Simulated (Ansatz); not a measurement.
Run report: SiAsNH$_{8}$O, geometry relaxation (part 2 of 3)

The same run, continued: SiAsNH$_{8}$O; RKS PBE0-D4/def2-TZVP (Ansatz 0.2.0). The geometry is a transition state displaced along its imaginary mode. The reaction was set up to form Si1–As7 and N2–H6 and to break Si1–N2 and H6–As7 (atoms counted from 1 in the order of the input); sticks are drawn by distance alone.

Geometry of the input (Å):
```
Si -0.4458  -1.0315  -0.0626
N  0.4197  0.1243  1.2664
H  0.5885  -1.7261  -0.8684
H  -0.7633  -2.0582  1.0131
O  -2.0009  -0.6546  -0.4414
H  0.7056  0.7651  0.7950
As 0.3059  1.1652  -1.8396
H  -0.2798  0.4629  1.9429
H  1.1471  -0.3691  1.8051
H  -1.9724  0.0300  -1.1218
H  1.8169  0.8837  -1.6792
H  0.4785  2.4085  -0.8095
```

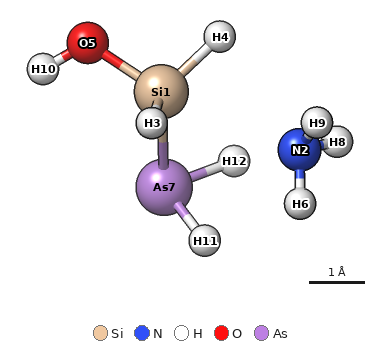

The geometry at step 20 of the log (ball-and-stick view, seen at an oblique angle; atoms are numbered from 1 in the order of the input).

## Output, continued
```
Atom 8 at     1.320756    -0.990096     2.009882 Å, force    -0.000455     0.000795    -0.000726 eV/Å
Atom 9 at    -2.101292    -0.996279    -2.082257 Å, force     0.000497     0.000331     0.001695 eV/Å
Atom 10 at     0.045358     2.217644    -0.093855 Å, force     0.000232     0.000313    -0.000412 eV/Å
Atom 11 at    -0.740661     1.764619    -2.085262 Å, force     0.000018     0.000072     0.000177 eV/Å
Dipole moment:     0.478690    -0.119824     0.256151 e Å
```

## Trajectory as extended XYZ (Å, eV, eV/Å), 39 of the 66 frames kept, from step=1 to step=66
```
12
Properties=species:S:1:pos:R:3:forces:R:3 step=1 energy=-72373.02257
Si   -0.4458   -1.0315   -0.0626    0.0965   0.2150   0.0820
N     0.4197    0.1243    1.2664   -4.7809 -10.3281   7.7827
H     0.5885   -1.7261   -0.8684   -0.0282  -0.0751   0.0354
H    -0.7633   -2.0582    1.0131    0.0630   0.2278  -0.1936
O    -2.0009   -0.6546   -0.4414    0.1599  -0.0220  -0.0531
H     0.7056    0.7651    0.7950    4.8765  10.2184  -7.1328
As    0.3059    1.1652   -1.8396    0.3926   0.6435   1.1693
H    -0.2798    0.4629    1.9429    0.2927  -0.2143  -0.4325
H     1.1471   -0.3691    1.8051   -0.2949   0.3472  -0.4182
H    -1.9724    0.0300   -1.1218   -0.1770   0.0147  -0.0446
H     1.8169    0.8837   -1.6792   -0.3231  -0.1083  -0.0483
H     0.4785    2.4085   -0.8095   -0.2773  -0.9190  -0.7462
12
Properties=species:S:1:pos:R:3:forces:R:3 step=3 energy=-72374.18251
Si   -0.3945   -0.8691   -0.1414    0.1570  -0.2931  -0.1370
N     0.4403    0.1124    1.3469    0.2527   0.7129  -0.5073
H     0.6109   -1.6568   -0.9095    0.0683  -0.1391   0.0051
H    -0.6847   -1.9042    0.9185   -0.0940  -0.1059   0.0894
O    -2.0006   -0.6408   -0.4633    0.0001   0.3851  -0.3712
H     0.8740    0.9550    0.9270   -0.1154  -0.4845   0.5346
As    0.2851    1.0614   -1.8219   -0.1049  -0.1808   0.4371
H    -0.2981    0.3820    1.9951    0.0451   0.0602  -0.1107
H     1.1033   -0.4617    1.8674    0.0147   0.1015  -0.1764
H    -2.0904    0.0124   -1.1736   -0.1764  -0.1976   0.1854
H     1.7747    0.7665   -1.6834   -0.0291  -0.0365   0.0470
H     0.3802    2.2431   -0.8617   -0.0180   0.1778   0.0042
12
Properties=species:S:1:pos:R:3:forces:R:3 step=4 energy=-72374.24277
Si   -0.3925   -0.8916   -0.1518   -0.0138   0.0048   0.0162
N     0.4626    0.1286    1.3047    0.2324   0.3204  -0.1950
H     0.6027   -1.7183   -0.8977    0.0544  -0.0037  -0.0693
H    -0.7059   -1.9062    0.9261   -0.0357  -0.0026   0.0824
O    -1.9957   -0.6386   -0.4818   -0.0436   0.1380  -0.2888
H     0.9366    0.9444    0.8898   -0.1335  -0.3459   0.3534
As    0.2542    1.0691   -1.7451    0.0619  -0.1651   0.0444
H    -0.2743    0.4406    1.9359    0.0566   0.0378  -0.0946
H     1.0987   -0.4548    1.8468    0.0180   0.0759  -0.0694
H    -2.0806   -0.0076   -1.2098   -0.1647  -0.1345   0.1532
H     1.7413    0.7623   -1.6088    0.0039   0.0290   0.0039
H     0.3529    2.2720   -0.8083   -0.0360   0.0460   0.0636
12
Properties=species:S:1:pos:R:3:forces:R:3 step=6 energy=-72374.30169
Si   -0.4117   -0.8821   -0.1879   -0.1409   0.4196  -0.0829
N     0.5531    0.1477    1.2913    0.0630  -0.1668   0.1090
H     0.5647   -1.7367   -0.9241    0.0644  -0.0855  -0.0159
H    -0.7429   -1.8113    0.9583   -0.0114   0.0396   0.0112
O    -2.0236   -0.7065   -0.5733   -0.0401  -0.0458  -0.0874
H     1.1632    0.8833    0.9396   -0.0331  -0.0746   0.0145
As    0.2445    1.0760   -1.7068   -0.0791  -0.0836   0.0776
H    -0.1881    0.5775    1.8430    0.0876   0.0050  -0.0551
H     1.0592   -0.4878    1.9096   -0.0494   0.0935  -0.0800
H    -2.2142   -0.1153   -1.3104    0.1250  -0.0960   0.1052
H     1.7344    0.8109   -1.5258    0.0359   0.0305   0.0305
H     0.2616    2.2441   -0.7135   -0.0217  -0.0359  -0.0267
12
Properties=species:S:1:pos:R:3:forces:R:3 step=8 energy=-72374.38238
Si   -0.4664   -0.7956   -0.2019   -0.4884  -0.4616  -0.1771
N     0.6988    0.1228    1.2862    0.4071   0.2658   0.5158
H     0.5117   -1.7483   -0.8415   -0.0226   0.1468   0.1634
H    -0.8901   -1.5760    1.0327   -0.0191   0.2207  -0.1509
O    -2.0502   -0.8377   -0.7831    0.1338  -0.0045   0.1288
H     1.4700    0.7105    0.9405   -0.3961  -0.3196   0.1875
As    0.1713    1.0936   -1.6481    0.0647   0.2040   0.1909
H     0.0426    0.7392    1.7936    0.5138  -0.4597  -0.2886
H     1.0574   -0.5809    1.9522   -0.2592   0.4924  -0.3871
H    -2.2796   -0.2819   -1.5314    0.1781  -0.0561  -0.0375
H     1.6714    0.9235   -1.3797   -0.0965   0.0376  -0.0227
H     0.0635    2.2307   -0.6197   -0.0155  -0.0659  -0.1226
12
Properties=species:S:1:pos:R:3:forces:R:3 step=10 energy=-72374.55748
Si   -0.5553   -0.7568   -0.1911   -0.7677  -0.3321  -0.1573
N     0.8353    0.0736    1.2859    0.3766   0.3450   0.2958
H     0.4792   -1.7494   -0.6684   -0.2355   0.1654   0.1038
H    -1.1245   -1.3132    1.1159    0.2090   0.4227  -0.4047
O    -2.0850   -0.9083   -0.9422    0.4441   0.2075  -0.4810
H     1.6675    0.5473    0.9129   -0.4292  -0.2817   0.1488
As    0.0691    1.1537   -1.5802    0.1024   0.1553   0.2269
H     0.3010    0.7744    1.8150    0.3033  -0.4108  -0.2446
H     1.1287   -0.6568    1.9369   -0.0726   0.2031  -0.1035
H    -2.1973   -0.4969   -1.8203    0.2316  -0.3846   0.7410
H     1.5780    1.0492   -1.3104   -0.1515   0.0396  -0.0343
H    -0.0966    2.2833   -0.5540   -0.0105  -0.1294  -0.0907
12
Properties=species:S:1:pos:R:3:forces:R:3 step=11 energy=-72374.69243
Si   -0.6068   -0.7359   -0.2153   -0.5986  -0.3321  -0.0952
N     0.9059    0.0492    1.2974    0.2660   0.2402   0.2274
H     0.4270   -1.7641   -0.6006   -0.2257   0.1819   0.0304
H    -1.1889   -1.1243    1.1293    0.0941   0.3390  -0.3837
O    -2.0845   -0.9758   -1.0334    0.4289   0.1763  -0.3643
H     1.7554    0.4718    0.9178   -0.2597  -0.1967   0.1374
As    0.0161    1.1908   -1.5454    0.1009   0.1407   0.1454
H     0.4108    0.7763    1.8195    0.2070  -0.2779  -0.1735
H     1.1587   -0.6868    1.9550    0.0012   0.1430  -0.0992
H    -2.1581   -0.6015   -1.9282    0.1548  -0.3208   0.6323
H     1.5261    1.0978   -1.2880   -0.1581   0.0302  -0.0158
H    -0.1617    2.3027   -0.5082   -0.0108  -0.1239  -0.0413
12
Properties=species:S:1:pos:R:3:forces:R:3 step=13 energy=-72374.90297
Si   -0.7163   -0.7084   -0.2991   -0.3699  -0.0764  -0.0163
N     1.0460    0.0228    1.3453   -0.0214  -0.0254   0.0660
H     0.3333   -1.7426   -0.5483   -0.1499   0.0437   0.0381
H    -1.3168   -0.7572    1.0722    0.1180   0.0973  -0.3063
O    -2.1048   -1.0940   -1.1757    0.2784  -0.0055   0.1078
H     1.9170    0.3628    0.9577    0.0389  -0.0429   0.0414
As   -0.0750    1.2641   -1.4957    0.0403   0.0745   0.0129
H     0.6012    0.7918    1.8327    0.0569  -0.0017   0.0037
H     1.2449   -0.7018    2.0259    0.0538   0.0241  -0.0262
H    -2.1109   -0.8360   -2.1000    0.0325  -0.0718   0.0640
H     1.4225    1.1240   -1.2451   -0.0480   0.0179  -0.0138
H    -0.2411    2.2746   -0.3698   -0.0296  -0.0339   0.0288
12
Properties=species:S:1:pos:R:3:forces:R:3 step=15 energy=-72374.95976
Si   -0.8225   -0.6483   -0.4412   -0.2913   0.0453   0.0833
N     1.1923    0.0170    1.4651    0.0045   0.0679  -0.1159
H     0.2064   -1.7172   -0.5430    0.0458   0.0916   0.0165
H    -1.3756   -0.4621    0.9276    0.0476  -0.0640  -0.2027
O    -2.1661   -1.1396   -1.2954   -0.0071  -0.0241  -0.5231
H     2.0793    0.2543    1.0365   -0.0164  -0.0145   0.0732
As   -0.1498    1.3701   -1.5345    0.1536  -0.1375   0.3054
H     0.8513    0.8422    1.9446    0.0443  -0.0412  -0.0077
H     1.3597   -0.7000    2.1591    0.0112  -0.0166   0.0209
H    -2.1104   -1.1140   -2.2622   -0.0072  -0.0250   0.5791
H     1.3124    1.0974   -1.1887   -0.0518   0.1694  -0.0708
H    -0.3769    2.2001   -0.2679    0.0668  -0.0513  -0.1581
12
Properties=species:S:1:pos:R:3:forces:R:3 step=16 energy=-72374.97978
Si   -0.8505   -0.6435   -0.4223    0.0439  -0.1076  -0.3410
N     1.2103    0.0110    1.4497    0.0102  -0.0019  -0.0042
H     0.2124   -1.6779   -0.5169   -0.0195   0.0151   0.0096
H    -1.4136   -0.4805    0.9228   -0.0603   0.0276   0.1693
O    -2.1741   -1.1610   -1.2969    0.0583   0.0515  -0.0778
H     2.1282    0.2256    1.0739   -0.0964  -0.0476   0.0607
As   -0.1547    1.3578   -1.5196    0.0421  -0.0039   0.0592
H     0.8745    0.8392    1.9270    0.0425  -0.0231   0.0143
H     1.3165   -0.7238    2.1410    0.0192   0.0737  -0.0497
H    -2.1029   -1.1414   -2.2554    0.0089  -0.0108   0.1948
H     1.3240    1.1632   -1.2113   -0.0525   0.0174  -0.0084
H    -0.3701    2.2313   -0.2920    0.0036   0.0096  -0.0268
12
Properties=species:S:1:pos:R:3:forces:R:3 step=18 energy=-72374.97723 accepted=F
Si   -0.8246   -0.6488   -0.4530   -0.0674   0.1607   0.2455
N     1.1730    0.0066    1.4648    0.1075  -0.0001  -0.0296
H     0.2295   -1.6857   -0.5920    0.0142  -0.0067  -0.0012
H    -1.3438   -0.4780    0.9180   -0.0448  -0.0516  -0.0250
O    -2.1914   -1.1320   -1.2651    0.0383  -0.0449  -0.1202
H     2.0883    0.1483    1.0559    0.0282   0.0176   0.0007
As   -0.1392    1.3662   -1.5261    0.0095   0.0217  -0.0486
H     0.9183    0.8672    1.9352   -0.0128  -0.0102  -0.0206
H     1.2703   -0.7089    2.1747   -0.0270  -0.0284   0.0225
H    -2.1138   -1.1986   -2.2179   -0.0563  -0.0208  -0.0183
H     1.3297    1.2095   -1.1764    0.0453  -0.0076  -0.0081
H    -0.3961    2.2542   -0.3181   -0.0349  -0.0296   0.0028
12
Properties=species:S:1:pos:R:3:forces:R:3 step=20 energy=-72374.98656
Si   -0.8520   -0.6282   -0.4408    0.0092   0.0061  -0.0267
N     1.2196   -0.0014    1.4688    0.0131   0.0030   0.0106
H     0.2086   -1.6634   -0.5435    0.0060   0.0021   0.0111
H    -1.4042   -0.4588    0.9180    0.0066   0.0074   0.0011
O    -2.1870   -1.1413   -1.2903   -0.0101  -0.0007   0.0059
H     2.1451    0.1435    1.0832   -0.0121  -0.0058   0.0003
As   -0.1443    1.3606   -1.5509   -0.0211  -0.0081   0.0062
H     0.9649    0.8449    1.9643    0.0020  -0.0074  -0.0115
H     1.2907   -0.7435    2.1552   -0.0082   0.0040  -0.0074
H    -2.0976   -1.2107   -2.2416   -0.0028  -0.0019  -0.0006
H     1.3125    1.2260   -1.1471    0.0367  -0.0033   0.0055
H    -0.4561    2.2724   -0.3752   -0.0194   0.0046   0.0053
12
Properties=species:S:1:pos:R:3:forces:R:3 step=22 energy=-72374.98820
Si   -0.8400   -0.6197   -0.4403    0.0046   0.0291   0.0424
N     1.2238   -0.0181    1.4557    0.0826   0.0388   0.0615
H     0.2155   -1.6598   -0.5496    0.0006  -0.0005   0.0045
H    -1.3855   -0.4433    0.9218    0.0116  -0.0025  -0.0231
O    -2.1853   -1.1286   -1.2753   -0.0058  -0.0109  -0.0423
H     2.1670    0.0619    1.0903   -0.0726  -0.0044   0.0151
As   -0.1295    1.3612   -1.5608    0.0203   0.0140   0.0295
H     1.0108    0.8550    1.9277    0.0126  -0.0762  -0.0475
H     1.2375   -0.7466    2.1615   -0.0145   0.0361  -0.0298
H    -2.0914   -1.2405   -2.2227   -0.0120   0.0046   0.0195
H     1.3116    1.2845   -1.0809   -0.0272   0.0046  -0.0055
H    -0.5343    2.2941   -0.4273   -0.0001  -0.0326  -0.0243
12
Properties=species:S:1:pos:R:3:forces:R:3 step=23 energy=-72374.98855
Si   -0.8330   -0.6199   -0.4452   -0.0092  -0.0068   0.0187
N     1.2354   -0.0306    1.4525    0.1075   0.0194   0.1340
H     0.2184   -1.6644   -0.5534   -0.0089   0.0000  -0.0039
H    -1.3734   -0.4366    0.9165   -0.0015  -0.0081   0.0011
O    -2.1845   -1.1220   -1.2765    0.0153   0.0026   0.0254
H     2.1878   -0.0050    1.0980   -0.1490  -0.0011   0.0636
As   -0.1258    1.3619   -1.5611    0.0455   0.0010   0.0165
H     1.0426    0.8770    1.8683    0.0444  -0.1531  -0.0627
H     1.2083   -0.7201    2.2003    0.0070   0.1367  -0.1355
H    -2.0937   -1.2353   -2.2229   -0.0061  -0.0035  -0.0360
H     1.3037    1.3192   -1.0410   -0.0431   0.0032  -0.0107
H    -0.5856    2.2759   -0.4355   -0.0018   0.0095  -0.0105
12
Properties=species:S:1:pos:R:3:forces:R:3 step=25 energy=-72374.99042
Si   -0.8365   -0.6185   -0.4422    0.0053  -0.0048  -0.0005
N     1.2430   -0.0341    1.4572    0.0441   0.0295  -0.0094
H     0.2168   -1.6604   -0.5520    0.0020  -0.0037   0.0052
H    -1.3802   -0.4442    0.9201    0.0097   0.0050  -0.0121
O    -2.1825   -1.1232   -1.2799   -0.0023  -0.0002  -0.0341
H     2.1909   -0.0408    1.0988   -0.0234  -0.0037  -0.0033
As   -0.1220    1.3574   -1.5670    0.0003   0.0114   0.0457
H     1.0837    0.8800    1.8643   -0.0069  -0.0067  -0.0060
H     1.2015   -0.7108    2.2094   -0.0117  -0.0191   0.0180
H    -2.0889   -1.2317   -2.2278   -0.0071   0.0053   0.0301
H     1.2930    1.3382   -1.0121   -0.0164   0.0024  -0.0020
H    -0.6186    2.2882   -0.4687    0.0064  -0.0151  -0.0314
12
Properties=species:S:1:pos:R:3:forces:R:3 step=27 energy=-72374.99138
Si   -0.8314   -0.6214   -0.4414    0.0127  -0.0014  -0.0222
N     1.2666   -0.0507    1.4579    0.0676   0.0503   0.0108
H     0.2182   -1.6671   -0.5511   -0.0026  -0.0062   0.0020
H    -1.3704   -0.4476    0.9219    0.0043   0.0067   0.0050
O    -2.1808   -1.1153   -1.2808    0.0029   0.0096  -0.0068
H     2.2175   -0.1391    1.1137   -0.0966   0.0024   0.0419
As   -0.1062    1.3443   -1.5744    0.0289   0.0651   0.1006
H     1.1599    0.8946    1.8112    0.0094  -0.0841  -0.0209
H     1.1664   -0.6832    2.2439    0.0161   0.0269  -0.0258
H    -2.0920   -1.2124   -2.2301    0.0013   0.0006   0.0166
H     1.2701    1.4048   -0.9241   -0.0812  -0.0037  -0.0300
H    -0.7178    2.2932   -0.5467    0.0372  -0.0662  -0.0712
12
Properties=species:S:1:pos:R:3:forces:R:3 step=28 energy=-72374.99201
Si   -0.8288   -0.6200   -0.4431   -0.0080   0.0042  -0.0100
N     1.2655   -0.0524    1.4618    0.0500   0.0366  -0.0063
H     0.2187   -1.6678   -0.5528    0.0008  -0.0030   0.0007
H    -1.3662   -0.4440    0.9207    0.0038   0.0050  -0.0003
O    -2.1805   -1.1118   -1.2799   -0.0001   0.0009  -0.0116
H     2.2131   -0.1398    1.1112   -0.0549  -0.0003   0.0260
As   -0.1055    1.3448   -1.5785    0.0258   0.0335   0.0787
H     1.1611    0.8917    1.8165    0.0019  -0.0470  -0.0107
H     1.1725   -0.6849    2.2480    0.0062   0.0083  -0.0096
H    -2.0928   -1.2120   -2.2289    0.0005   0.0005   0.0150
H     1.2653    1.4049   -0.9205   -0.0497   0.0059  -0.0228
H    -0.7224    2.2914   -0.5546    0.0236  -0.0445  -0.0491
12
Properties=species:S:1:pos:R:3:forces:R:3 step=30 energy=-72374.99358
Si   -0.8200   -0.6131   -0.4453   -0.0252   0.0156   0.0007
N     1.2877   -0.0695    1.4663   -0.0310  -0.0442  -0.0088
H     0.2160   -1.6729   -0.5525   -0.0027   0.0025  -0.0008
H    -1.3475   -0.4235    0.9209    0.0081   0.0011  -0.0015
O    -2.1825   -1.0918   -1.2713   -0.0079  -0.0118  -0.0053
H     2.2380   -0.1806    1.1384    0.0576  -0.0073  -0.0268
As   -0.0868    1.3348   -1.5990    0.0453  -0.0056   0.0429
H     1.1988    0.8743    1.8188   -0.0126   0.0621   0.0240
H     1.1636   -0.6983    2.2503   -0.0069  -0.0130   0.0090
H    -2.0996   -1.2067   -2.2189    0.0022  -0.0019   0.0001
H     1.2341    1.4605   -0.8565   -0.0344   0.0171  -0.0219
H    -0.8018    2.2868   -0.6512    0.0075  -0.0146  -0.0117
12
Properties=species:S:1:pos:R:3:forces:R:3 step=32 energy=-72374.98514 accepted=F
Si   -0.8398   -0.6056   -0.4391    0.1855  -0.1304   0.0203
N     1.3026   -0.0858    1.4621    0.0314   0.1000   0.0088
H     0.1911   -1.6707   -0.5362   -0.0316  -0.0419   0.0153
H    -1.3566   -0.3989    0.9279   -0.0318   0.0072  -0.0016
O    -2.1980   -1.0856   -1.2721    0.0291   0.0888   0.0178
H     2.2615   -0.1686    1.1408   -0.0860   0.0160   0.0276
As   -0.0459    1.3070   -1.5970   -0.0921   0.1774  -0.0582
H     1.1839    0.8522    1.8323    0.0336  -0.1033  -0.0372
H     1.1830   -0.7324    2.2321    0.0111  -0.0113   0.0148
H    -2.1023   -1.2261   -2.2153    0.0023  -0.0002   0.0115
H     1.2435    1.5543   -0.8340   -0.0210  -0.1331   0.0453
H    -0.8229    2.2604   -0.7014   -0.0307   0.0309  -0.0645
12
Properties=species:S:1:pos:R:3:forces:R:3 step=33 energy=-72374.99477
Si   -0.8200   -0.6098   -0.4425   -0.0021   0.0078   0.0125
N     1.2929   -0.0767    1.4609   -0.0052  -0.0179   0.0044
H     0.2062   -1.6796   -0.5463   -0.0063   0.0024   0.0015
H    -1.3444   -0.4087    0.9231    0.0002  -0.0048  -0.0004
O    -2.1856   -1.0800   -1.2682   -0.0051  -0.0035  -0.0086
H     2.2450   -0.1784    1.1321    0.0166   0.0007  -0.0086
As   -0.0654    1.3266   -1.5988    0.0072  -0.0017  -0.0090
H     1.1960    0.8645    1.8212   -0.0022   0.0154   0.0074
H     1.1727   -0.7128    2.2400   -0.0012  -0.0056   0.0017
H    -2.0980   -1.2144   -2.2129    0.0000  -0.0007   0.0025
H     1.2256    1.4870   -0.8169    0.0038   0.0108   0.0003
H    -0.8247    2.2823   -0.6916   -0.0058  -0.0029  -0.0038
12
Properties=species:S:1:pos:R:3:forces:R:3 step=35 energy=-72374.99548 accepted=F
Si   -0.8183   -0.5964   -0.4353    0.0084   0.0169   0.0541
N     1.3223   -0.1072    1.4659    0.0252   0.0306   0.0399
H     0.1698   -1.7044   -0.5205   -0.0084   0.0223   0.0023
H    -1.3345   -0.3578    0.9279   -0.0033  -0.0115  -0.0044
O    -2.1958   -1.0336   -1.2601    0.0241  -0.0214  -0.1222
H     2.2752   -0.1783    1.1261   -0.0546   0.0141   0.0287
As   -0.0062    1.2976   -1.6197    0.0316   0.2081   0.1950
H     1.2102    0.8170    1.8703    0.0216  -0.0891  -0.0404
H     1.2172   -0.7807    2.2167    0.0110   0.0288  -0.0346
H    -2.0952   -1.2304   -2.1947   -0.0214   0.0224   0.1087
H     1.1802    1.6013   -0.7041   -0.1596  -0.0523  -0.1103
H    -0.9250    2.2732   -0.8724    0.1254  -0.1689  -0.1169
12
Properties=species:S:1:pos:R:3:forces:R:3 step=37 energy=-72374.99907
Si   -0.8153   -0.5912   -0.4249   -0.0140   0.0186  -0.0185
N     1.3225   -0.1110    1.4590   -0.0025   0.0119   0.0233
H     0.1743   -1.6954   -0.5046    0.0019  -0.0139  -0.0011
H    -1.3437   -0.3565    0.9341    0.0094   0.0045   0.0068
O    -2.1882   -1.0304   -1.2581    0.0115  -0.0034  -0.0012
H     2.2756   -0.1795    1.1219   -0.0170  -0.0004   0.0056
As   -0.0030    1.2970   -1.6199    0.0145   0.0405   0.0664
H     1.2105    0.8100    1.8670    0.0071  -0.0306  -0.0078
H     1.2155   -0.7881    2.2056    0.0086   0.0141  -0.0179
H    -2.0856   -1.2178   -2.1923   -0.0052   0.0007   0.0077
H     1.1678    1.6019   -0.6985   -0.0461  -0.0006  -0.0299
H    -0.9303    2.2612   -0.8893    0.0317  -0.0415  -0.0336
```
